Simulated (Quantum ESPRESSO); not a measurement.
**Collinear magnetic orders of FeGe with Quantum ESPRESSO**

Wanted: the moments of FeGe and the energy of each order that was tried.

Calculated with Quantum ESPRESSO 7.5; PBEsol; plane waves with GBRV 1.5 PBEsol potentials, no spin-orbit coupling.

The database entry behind the starting cell differs from later determinations by our own check (about 0.2 % short), so it need not match the best structure at ambient conditions.

### 1. Set-up

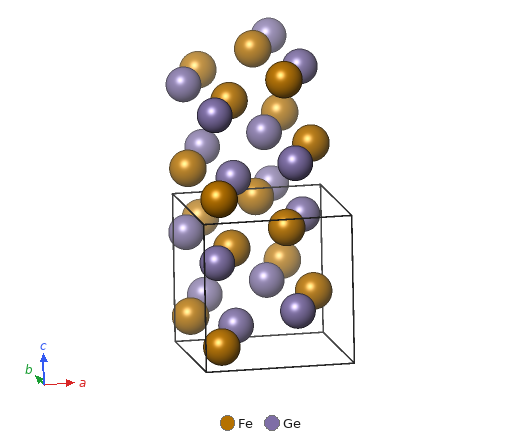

The starting structure, seen slightly off an axis (iron orange, germanium purple). 1×2×2 cells are drawn.

Structure file:

```cif
data_structure
_symmetry_space_group_name_H-M 'P2_13'
_symmetry_Int_Tables_number 198
_cell_length_a 4.6890
_cell_length_b 4.6890
_cell_length_c 4.6890
_cell_angle_alpha 90.000
_cell_angle_beta 90.000
_cell_angle_gamma 90.000
_cell_volume 103.10
loop_
_atom_site_label
_atom_site_type_symbol
_atom_site_symmetry_multiplicity
_atom_site_Wyckoff_symbol
_atom_site_fract_x
_atom_site_fract_y
_atom_site_fract_z
_atom_site_occupancy
Fe1 Fe 4 a 0.13500 0.13500 0.13500 1
Ge1 Ge 4 a 0.84200 0.84200 0.84200 1
```

The cell comes from the Crystallography Open Database.

### 2. Run 1, typed as ferro ++++

The signs are those of the starting moments on the seeded atoms, the atoms that are given a moment.

Contents of pw.in:

```
&CONTROL
  calculation = 'scf'
  prefix = 'pwscf'
  outdir = './tmp'
  pseudo_dir = './pseudo'
  disk_io = 'nowf'
/
&SYSTEM
  ibrav = 0
  celldm(1) = 8
  nat = 8
  ntyp = 2
  ecutwfc = 40
  ecutrho = 280
  nbnd = 80
  occupations = 'smearing'
  smearing = 'fd'
  degauss = 0.00734986
  nspin = 2
  starting_magnetization(1) = 0.175
  starting_magnetization(2) = 0
/
&ELECTRONS
  conv_thr = 1.6d-08
  electron_maxstep = 150
  mixing_beta = 0.3
/
ATOMIC_SPECIES
Fe     55.8450 fe_pbesol_v1.5.uspp.F.UPF
Ge     72.6300 ge_pbesol_v1.4.uspp.F.UPF
CELL_PARAMETERS alat
   1.1076157247963    0.0000000000000    0.0000000000000
   0.0000000000000    1.1076157247963    0.0000000000000
   0.0000000000000    0.0000000000000    1.1076157247963
ATOMIC_POSITIONS crystal
Fe      0.1350000000    0.1350000000    0.1350000000
Fe      0.3650000000    0.8650000000    0.6350000000
Fe      0.6350000000    0.3650000000    0.8650000000
Fe      0.8650000000    0.6350000000    0.3650000000
Ge      0.8420000000    0.8420000000    0.8420000000
Ge      0.6580000000    0.1580000000    0.3420000000
Ge      0.3420000000    0.6580000000    0.1580000000
Ge      0.1580000000    0.3420000000    0.6580000000
K_POINTS automatic
6 6 6 0 0 0
```

The run is started by

```sh
$ OMP_NUM_THREADS=1 mpirun -n 4 pw.x -nk 4 -in pw.in > pw.out
```

The log of the run:

```text
Program PWSCF v.7.5 starts

     Message from routine setup:
     using ibrav=0 with symmetry is DISCOURAGED, use correct ibrav instead

     K-points division:     npool     =       4
     Subspace diagonalization in iterative solution of the eigenvalue problem:

     G-vector sticks info
     --------------------
     sticks:   dense  smooth     PW     G-vecs:    dense   smooth      PW
     Sum        1749     997    293                54963    23847    3887

     Using Slab Decomposition

     bravais-lattice index     =            0
     lattice parameter (alat)  =       8.0000  a.u.
     unit-cell volume          =     695.7245 (a.u.)^3
     number of atoms/cell      =            8
     number of atomic types    =            2
     number of electrons       =       120.00
     number of Kohn-Sham states=           80
     kinetic-energy cutoff     =      40.0000  Ry
     charge density cutoff     =     280.0000  Ry
     scf convergence threshold =      1.6E-08
     mixing beta               =       0.3000
     number of iterations used =            8  plain     mixing
     Exchange-correlation= SLA  PW   PSX  PSC
                           (   1   4  10   8   0   0   0)

     celldm(1)=   8.000000  celldm(2)=   0.000000  celldm(3)=   0.000000
     celldm(4)=   0.000000  celldm(5)=   0.000000  celldm(6)=   0.000000

     crystal axes: (cart. coord. in units of alat)
               a(1) = (   1.107616   0.000000   0.000000 )
               a(2) = (   0.000000   1.107616   0.000000 )
               a(3) = (   0.000000   0.000000   1.107616 )

     reciprocal axes: (cart. coord. in units 2 pi/alat)
               b(1) = (  0.902840  0.000000  0.000000 )
               b(2) = (  0.000000  0.902840  0.000000 )
               b(3) = (  0.000000  0.000000  0.902840 )

     PseudoPot. # 1 for Fe read from file:
     fe_pbesol_v1.5.uspp.F.UPF
     Pseudo is Ultrasoft + core correction, Zval = 16.0
     Generated by new atomic code, or converted to UPF format
     Using radial grid of  861 points,  6 beta functions with:
                l(1) =   0
                l(2) =   0
                l(3) =   1
                l(4) =   1
                l(5) =   2
                l(6) =   2
     Q(r) pseudized with  8 coefficients,  rinner =    1.000   1.000   1.000
                                                       1.000   1.000

     PseudoPot. # 2 for Ge read from file:
     ge_pbesol_v1.4.uspp.F.UPF
     Pseudo is Ultrasoft + core correction, Zval = 14.0
     Generated by new atomic code, or converted to UPF format
     Using radial grid of  873 points,  6 beta functions with:
                l(1) =   0
                l(2) =   0
                l(3) =   1
                l(4) =   1
                l(5) =   2
                l(6) =   2
     Q(r) pseudized with  8 coefficients,  rinner =    1.400   1.400   1.400
                                                       1.400   1.400

     atomic species   valence    mass     pseudopotential
     Fe               16.00    55.84500     Fe( 1.00)
     Ge               14.00    72.63000     Ge( 1.00)

     Starting magnetic structure
     atomic species   magnetization
     Fe              0.175
     Ge              0.000

     12 Sym. Ops. (no inversion) found ( 9 have fractional translation)

   Cartesian axes

     site n.     atom                  positions (alat units)
         1        Fe     tau(   1) = (   0.1495281   0.1495281   0.1495281  )
         2        Fe     tau(   2) = (   0.4042797   0.9580876   0.7033360  )
         3        Fe     tau(   3) = (   0.7033360   0.4042797   0.9580876  )
         4        Fe     tau(   4) = (   0.9580876   0.7033360   0.4042797  )
         5        Ge     tau(   5) = (   0.9326124   0.9326124   0.9326124  )
         6        Ge     tau(   6) = (   0.7288111   0.1750033   0.3788046  )
         7        Ge     tau(   7) = (   0.3788046   0.7288111   0.1750033  )
         8        Ge     tau(   8) = (   0.1750033   0.3788046   0.7288111  )

     number of k points=    24  Fermi-Dirac smearing, width (Ry)=  0.0073
                       cart. coord. in units 2pi/alat
        k(    1) = (   0.0000000   0.0000000   0.0000000), wk =   0.0046296
        k(    2) = (   0.0000000   0.0000000   0.1504734), wk =   0.0277778
        k(    3) = (   0.0000000   0.0000000   0.3009467), wk =   0.0277778
        k(    4) = (   0.0000000   0.0000000  -0.4514201), wk =   0.0138889
        k(    5) = (   0.0000000   0.1504734   0.1504734), wk =   0.0555556
        [... 19 further k-points ...]

     Dense  grid:    54963 G-vectors     FFT dimensions: (  48,  48,  48)

     Smooth grid:    23847 G-vectors     FFT dimensions: (  36,  36,  36)

     Check: negative core charge=   -0.000031
     Generating pointlists ...
     new r_m :   0.2319 (alat units)  1.8549 (a.u.) for type    1
     new r_m :   0.2319 (alat units)  1.8549 (a.u.) for type    2

     Initial potential from superposition of free atoms

     starting charge     115.9967, renormalised to     120.0000
     Starting wfcs are   88 randomized atomic wfcs

     Self-consistent Calculation

     iteration #  1     ecut=    40.00 Ry     beta= 0.30
     Davidson diagonalization with overlap
     ethr =  1.00E-02,  avg # of iterations =  3.5

     total energy              =   -1853.41350575 Ry
     estimated scf accuracy    <       3.26292242 Ry

     total magnetization       =     5.75 Bohr mag/cell
     absolute magnetization    =     7.22 Bohr mag/cell

     iteration #  2     ecut=    40.00 Ry     beta= 0.30
     Davidson diagonalization with overlap
     ethr =  2.72E-03,  avg # of iterations =  2.0

     total energy              =   -1853.47797333 Ry
     estimated scf accuracy    <       1.13910228 Ry

     total magnetization       =     6.43 Bohr mag/cell
     absolute magnetization    =     7.84 Bohr mag/cell

     iteration #  3     ecut=    40.00 Ry     beta= 0.30
     Davidson diagonalization with overlap
     ethr =  9.49E-04,  avg # of iterations =  2.1

     total energy              =   -1853.57583454 Ry
     estimated scf accuracy    <       0.50162282 Ry

     total magnetization       =     5.72 Bohr mag/cell
     absolute magnetization    =     7.26 Bohr mag/cell

     [... further iterations left out ...]

     iteration # 11     ecut=    40.00 Ry     beta= 0.30
     Davidson diagonalization with overlap
     ethr =  1.27E-08,  avg # of iterations =  2.0

     total energy              =   -1853.65406074 Ry
     estimated scf accuracy    <       0.00000139 Ry

     total magnetization       =     4.42 Bohr mag/cell
     absolute magnetization    =     5.56 Bohr mag/cell

     iteration # 12     ecut=    40.00 Ry     beta= 0.30
     Davidson diagonalization with overlap
     ethr =  1.16E-09,  avg # of iterations =  2.7

     total energy              =   -1853.65406417 Ry
     estimated scf accuracy    <       0.00000041 Ry

     total magnetization       =     4.40 Bohr mag/cell
     absolute magnetization    =     5.54 Bohr mag/cell

     iteration # 13     ecut=    40.00 Ry     beta= 0.30
     Davidson diagonalization with overlap
     ethr =  3.39E-10,  avg # of iterations =  2.5

     total energy              =   -1853.65406514 Ry
     estimated scf accuracy    <       0.00000004 Ry

     total magnetization       =     4.41 Bohr mag/cell
     absolute magnetization    =     5.55 Bohr mag/cell

     iteration # 14     ecut=    40.00 Ry     beta= 0.30
     Davidson diagonalization with overlap
     ethr =  3.48E-11,  avg # of iterations =  2.0

     Magnetic moment per site  (integrated on atomic sphere of radius R)
     atom   1 (R=0.232)  charge= 14.2632  magn=  1.2213
     atom   2 (R=0.232)  charge= 14.2632  magn=  1.2213
     atom   3 (R=0.232)  charge= 14.2632  magn=  1.2213
     atom   4 (R=0.232)  charge= 14.2632  magn=  1.2213
     atom   5 (R=0.232)  charge= 11.6845  magn= -0.0589
     atom   6 (R=0.232)  charge= 11.6845  magn= -0.0589
     atom   7 (R=0.232)  charge= 11.6845  magn= -0.0589
     atom   8 (R=0.232)  charge= 11.6845  magn= -0.0589

     End of self-consistent calculation

     [... lines left out ...]
     the Fermi energy is    16.4106 ev

!    total energy              =   -1853.65406524 Ry
     estimated scf accuracy    <          7.5E-09 Ry
     smearing contrib. (-TS)   =      -0.01747096 Ry
     internal energy E=F+TS    =   -1853.63659428 Ry

     The total energy is F=E-TS. E is the sum of the following terms:
     one-electron contribution =    -880.16799074 Ry
     hartree contribution      =     542.17949641 Ry
     xc contribution           =    -346.77497761 Ry
     ewald contribution        =   -1168.87312233 Ry

     total magnetization       =     4.41 Bohr mag/cell
     absolute magnetization    =     5.55 Bohr mag/cell

     convergence has been achieved in  14 iterations

=------------------------------------------------------------------------------=
   JOB DONE.
=------------------------------------------------------------------------------=
```

It took 69 s on 4 MPI ranks of Arm Neoverse V2, shared host; peak memory 0.67 GiB.

Spin moment in the atom's sphere by atom:

| atom | spin moment in the atom's sphere (μB) |
| --- | --- |
| Fe1 | 1.22 |
| Fe2 | 1.22 |
| Fe3 | 1.22 |
| Fe4 | 1.22 |
| Ge5 | -0.06 |
| Ge6 | -0.06 |
| Ge7 | -0.06 |
| Ge8 | -0.06 |

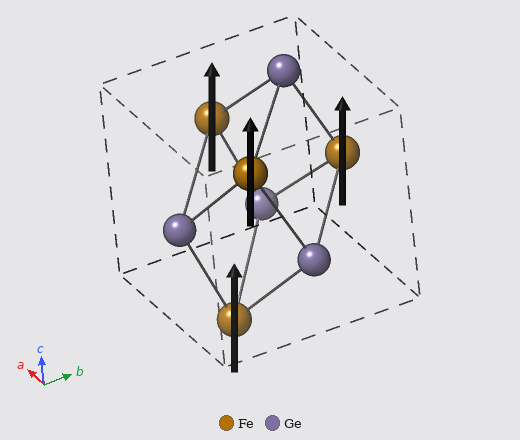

Spin moment in the atom's sphere as arrows, the longest 1.22 μB. Up and down stand for the sign. Arrows give size and sign along the axis of quantisation, drawn up and down the page.

Numbers from this step:

- smearing term TS: 0.2377 eV
- magnetization: 4.411 μB
- absolute magnetization: 5.548 μB
- final state: ferromagnetic

(Part 1 of 2 ends here.)

[Logs and program files are shortened in this print: banners, set-up blocks, solver, clock and traceback lines can be left out without a mark of their own.]

[Logs are printed without paths, hosts, clocks, repeated set-up lines and the standing remarks that a program may print on its own settings, such as how far it seeks lower states.]

[Hosts, paths, dates, database ids (printed as entryN), source tags and the programs' standing remarks are cut or masked in the printed files.]

[Where a cell is said to come from a database of computed structures, the database is the Materials Project.]
